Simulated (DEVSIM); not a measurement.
System: Co/SiO2/n-Si capacitor, at 300 K.

```tsv
layer (left to right)	material	thickness (nm)	Nd (cm⁻³)
1	SiO2	12.0	-
2	Si	4700	7.5e14
```

Metal gate on the left, work function 5 eV. Fixed charge at the semiconductor interface -7.6e11 cm⁻² (in units of +e); no interface traps.

This is a model device: material constants are rounded textbook-type values typed into the input, and sizes, dopings and lifetimes were drawn at random. Values at 300 K.

```
parameter      SiO2       Si
-------------  ----  -------
gap (eV)          9    1.124
affinity (eV)   0.9     4.05
permittivity    3.9     11.7
Nc (cm⁻³)         -  2.86e19
Nv (cm⁻³)         -   3.1e19
```

Model (solved in DEVSIM): 1D Poisson equation in equilibrium, Boltzmann statistics, complete ionisation; no quantum confinement or tunnelling. Metal contacts follow the ideal Schottky-Mott rule: no Fermi-level pinning, no interface dipoles.

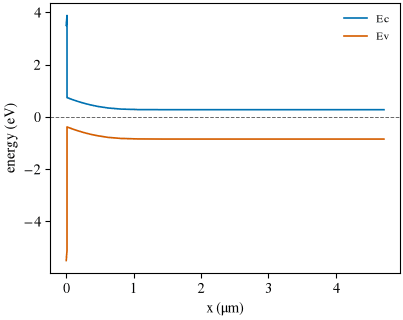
Figure: Band edges at 0.6 V on the gate

Energies count from the Fermi level of the right contact; mesh points crowd at the junctions.

| x (μm) | Ec (eV) | Ev (eV) | n (cm⁻³) | p (cm⁻³) | field (V/cm) |
|---|---|---|---|---|---|
| 0.000 | 3.500 | -5.500 | < 1e2 | < 1e2 | 320000 |
| 0.001413 | 3.546 | -5.454 | < 1e2 | < 1e2 | 320000 |
| 0.004203 | 3.635 | -5.364 | < 1e2 | < 1e2 | 320000 |
| 0.008360 | 3.769 | -5.231 | < 1e2 | < 1e2 | 320000 |
| 0.01138 | 3.867 | -5.133 | < 1e2 | < 1e2 | 320000 |
| 0.01252 | 0.736 | -0.388 | 1.2e7 | 9.5e12 | -10000 |
| 0.01477 | 0.734 | -0.390 | 1.3e7 | 8.7e12 | -10000 |
| 0.02286 | 0.726 | -0.398 | 1.8e7 | 6.4e12 | -10000 |
| 0.03889 | 0.710 | -0.414 | 3.4e7 | 3.4e12 | -9800 |
| 0.07410 | 0.676 | -0.448 | 1.2e8 | 9.4e11 | -9400 |
| 0.1584 | 0.602 | -0.522 | 2.2e9 | 5.2e10 | -8400 |
| 0.4623 | 0.400 | -0.724 | 5.4e12 | 2.2e7 | -4900 |
| 1.064 | 0.278 | -0.846 | 6.2e14 | 190000 | -320 |
| 2.440 | 0.273 | -0.851 | 7.5e14 | 150000 | ≈ 0 |
| 3.970 | 0.273 | -0.851 | 7.5e14 | 150000 | ≈ 0 |
| 4.395 | 0.273 | -0.851 | 7.5e14 | 150000 | ≈ 0 |
| 4.577 | 0.273 | -0.851 | 7.5e14 | 150000 | ≈ 0 |
| 4.655 | 0.273 | -0.851 | 7.5e14 | 150000 | ≈ 0 |
| 4.694 | 0.273 | -0.851 | 7.5e14 | 150000 | ≈ 0 |
| 4.705 | 0.273 | -0.851 | 7.5e14 | 150000 | ≈ 0 |
| 4.710 | 0.273 | -0.851 | 7.5e14 | 150000 | ≈ 0 |
| 4.712 | 0.273 | -0.851 | 7.5e14 | 150000 | ≈ 0 |
